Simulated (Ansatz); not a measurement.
C₂H₃ClOZn: frequency calculation

- system: C₂H₃ClOZn
- method: RKS PBE0-D4/def2-TZVP (Ansatz 0.2.0)

The geometry comes from this level: PBE0-D4/def2-TZVP. Figures and captions count atoms from 1; the log counts them from 0 in places.

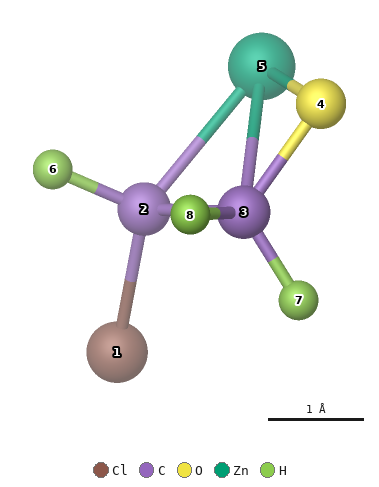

The structure as given in the input (ball-and-stick view, seen at a tilt; atoms are numbered from 1 in the order of the input). Sticks mark near contacts. Bond lengths as drawn: C–C 1.55 Å, C–Cl 1.75 Å, C–H 1.09 to 1.10 Å, C–O 1.40 Å, C–Zn 2.04 to 2.34 Å and O–Zn 1.89 Å.

**The input**
```yaml
crystal:
  periodic: [false, false, false]
  atoms:
    - {symbol: Cl, position_ang: [-1.832948, 0.468236, 1.227180]}
    - {symbol: C, position_ang: [-0.296711, 0.631288, 0.412183]}
    - {symbol: C, position_ang: [0.323317, -0.671873, -0.161460]}
    - {symbol: O, position_ang: [0.886443, -0.452011, -1.425580]}
    - {symbol: Zn, position_ang: [-0.015764, 1.201461, -1.525649]}
    - {symbol: H, position_ang: [0.373732, 1.194963, 1.058992]}
    - {symbol: H, position_ang: [-0.459884, -1.440930, -0.179806]}
    - {symbol: H, position_ang: [1.113913, -0.988234, 0.538240]}
basis:
  gaussian: {orbitals: def2-TZVP}
hamiltonian: {xc: pbe0, dispersion: d4}
phonons: {temperatures: {t_min: 298.15, t_max: 900, t_step: 200}}
```

Hardware: 4 threads of AMD EPYC, 15 GiB of memory available, shared host.

Command:
```bash
ansatz run in.yaml --threads 4 --pin off --events-out ev --progress --plain --max-ram 10444MiB
```

**What the program printed**
```
Functional definition: PBE0
  name "PBE0"
  cite "Adamo & Barone, J. Chem. Phys. 110, 6158 (1999) doi:10.1063/1.478522"
  cite "Perdew, Burke & Ernzerhof, Phys. Rev. Lett. 77, 3865 (1996) doi:10.1103/PhysRevLett.77.3865"
  parent pbe
  parameter a = 0.25
  parameter kappa = 0.804
  parameter beta = 0.06672455060314922
  exchange = (1 - a)*pbe_x(kappa = kappa, mu = beta*pi^2/3) + a*exact_x
  correlation = pbe_c(beta = beta)
1452 factors; their error is unknown
mean field evaluation 1: about -65085.3327 eV, gradient 7.4e1 eV
mean field evaluation 2: about -64961.9272 eV, gradient 2.1e2 eV
mean field evaluation 4: about -65095.8130 eV, gradient 2.4e1 eV
mean field evaluation 8: about -65096.8582 eV, gradient 2.4e-1 eV
mean field evaluation 16: about -65096.9733 eV, gradient 5.3e-3 eV
mean field -65096.97329942 eV, -2392.2696444404 hartree, gradient 4.9e-5 eV, S^2 0.000000; 0 other end points of the search recorded, 0 dependent functions left out
the calculation of the forces begins
reference -65096.97333180 eV, -2392.2696456302 hartree; 35, 35 occupied and 161, 161 virtual orbitals, 1452 factors
these checks for a lower state are left out or cut short: stability, starts, cluster_reference, orbital_swaps, neighbouring_geometries, increment
1452 factors; their error is unknown
mean field -65096.97320625 eV, -2392.2696410165 hartree, gradient 2.4e-6 eV, S^2 0.000000; 0 other end points of the search recorded, 0 dependent functions left out
[... from here on the field's lines of each further geometry are left out, up to the last ...]
the calculation of the forces begins
reference -65096.97328384 eV, -2392.2696438677 hartree; 35, 35 occupied and 161, 161 virtual orbitals, 1452 factors
these checks for a lower state are left out or cut short: stability, starts, cluster_reference, orbital_swaps, neighbouring_geometries, increment
1452 factors; their error is unknown
mean field evaluation 352: about -65096.9731 eV, gradient 3.9e-1 eV
mean field -65096.97325330 eV, -2392.2696427454 hartree, gradient 2.4e-6 eV, S^2 0.000000; 0 other end points of the search recorded, 0 dependent functions left out
the calculation of the forces begins
reference -65096.97328567 eV, -2392.2696439351 hartree; 35, 35 occupied and 161, 161 virtual orbitals, 1452 factors
Total energy: -65097.13889131 eV, -2392.2757298301 hartree
Atom 0 at    -1.832948     0.468236     1.227180 Å, force    -0.001434    -0.000166     0.000445 eV/Å
Atom 1 at    -0.296711     0.631288     0.412183 Å, force    -0.001808    -0.000456     0.000733 eV/Å
Atom 2 at     0.323317    -0.671873    -0.161460 Å, force     0.002212     0.000855    -0.000169 eV/Å
Atom 3 at     0.886443    -0.452011    -1.425580 Å, force    -0.001071    -0.000453    -0.000139 eV/Å
Atom 4 at    -0.015764     1.201461    -1.525649 Å, force     0.001057    -0.000204     0.000999 eV/Å
Atom 5 at     0.373732     1.194963     1.058992 Å, force     0.001039     0.001601    -0.001163 eV/Å
Atom 6 at    -0.459884    -1.440930    -0.179806 Å, force    -0.000926    -0.000319    -0.000806 eV/Å
Atom 7 at     1.113913    -0.988234     0.538240 Å, force     0.000932    -0.000858     0.000100 eV/Å
Dipole moment:    -0.027350     0.585738    -0.243398 e Å
Vibrations: 103.27 187.39 314.34 374.06 445.55 588.21 808.20 895.55 944.86 1035.45 1062.94 1206.18 1257.09 1325.08 1483.83 2968.05 3029.69 3134.02 cm⁻¹, zero-point energy 1.311986 eV
```

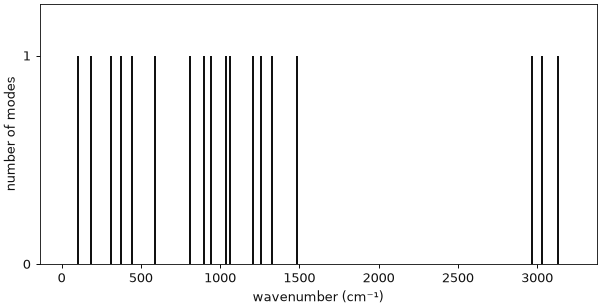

Harmonic vibrational wavenumbers from the force constants; neighbouring modes closer than 14 cm⁻¹ are counted in one stick. 18 modes from 103 to 3134 cm⁻¹, none imaginary.

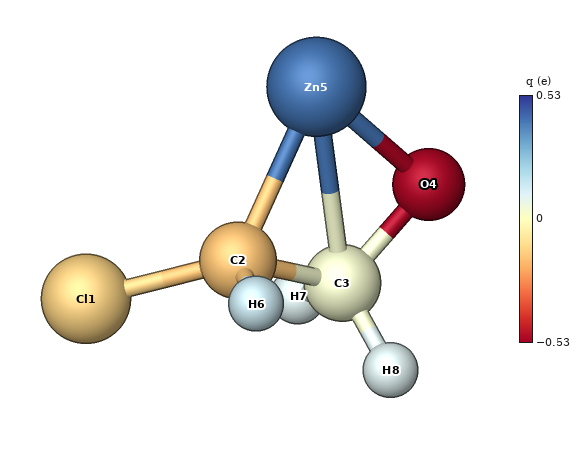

Mulliken charges, as the colour of each atom (ball-and-stick view, seen at a tilt; atoms are numbered from 1 in the order of the input; Mulliken charges depend strongly on the basis). By element: Cl −0.13, C −0.16 to +0.03, O −0.51, Zn +0.42 and H +0.10 to +0.14 e.

**Key numbers**

- outcome: converged
- total energy: −65097.1389 eV
- mean-field energy: −65096.9733 eV
- dispersion energy: −0.1656 eV
- largest force (length of the vector): 0.002 eV/Å
- dipole moment: 3.05 D
- wall time: 58 s (CPU time 3.6 min)
- peak memory: 0.63 GiB
